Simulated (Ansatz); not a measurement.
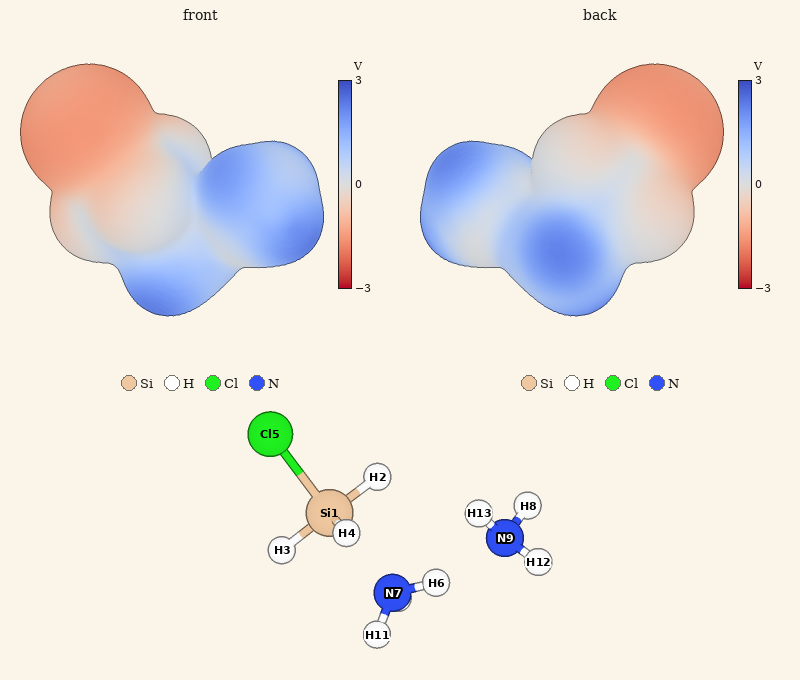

Figure. ClH₃Si···NH₃···NH₃. The molecular electrostatic potential painted on the density surface at 0.002 e/bohr³, seen from the front and from behind; red is negative and blue positive. The bare structure is drawn below in the same view.

The reactant side of a reaction path; geometry: PBE0-D4/def2-TZVP.

The calculation used Ansatz, RKS PBE0-D4/def2-TZVPP.

Input

```
crystal:
  periodic: [false, false, false]
  atoms:
    - {symbol: Si, position_ang: [-1.566944, -0.581075, 0.319524]}
    - {symbol: H, position_ang: [-0.945628, -1.187047, -0.882029]}
    - {symbol: H, position_ang: [-1.814042, -1.443069, 1.496971]}
    - {symbol: H, position_ang: [-1.381369, 0.873900, 0.537625]}
    - {symbol: Cl, position_ang: [-3.584206, -0.495954, -0.421061]}
    - {symbol: H, position_ang: [1.072219, -0.052904, 0.388418]}
    - {symbol: N, position_ang: [0.525673, -0.632820, 1.038995]}
    - {symbol: H, position_ang: [1.713374, 0.649402, -1.999532]}
    - {symbol: N, position_ang: [1.536627, 1.167724, -1.147009]}
    - {symbol: H, position_ang: [0.908924, -1.571097, 1.044247]}
    - {symbol: H, position_ang: [0.621572, -0.254065, 1.974254]}
    - {symbol: H, position_ang: [2.258308, 1.874399, -1.072198]}
    - {symbol: H, position_ang: [0.655494, 1.652605, -1.278106]}
basis:
  gaussian: {orbitals: def2-TZVPP}
hamiltonian: {xc: pbe0, dispersion: d4}
output: {orbitals: {seedname: orbitals}}
```

Run with:

```sh
ansatz run in.yaml --threads 8 --pin off --events-out ev --progress --plain --max-ram 19148MiB
```

Question: Describe the electrostatic potential map.

Answer: The most negative region (about −1.6 V) lies over Cl5, the most positive (about +2.2 V) over H10, H11 and H12.
